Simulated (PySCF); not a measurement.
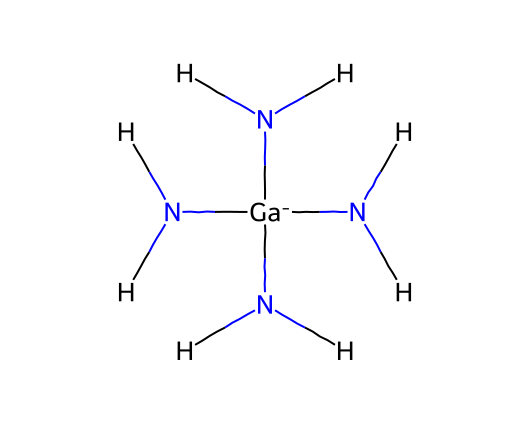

Source: calculation with PySCF.

State: charge −1, singlet.

Q: Give its SMILES.

A: [NH2][Ga-]([NH2])([NH2])[NH2]

Q: Give the formula, hydrogens included.

A: GaH8N4, charge -1.
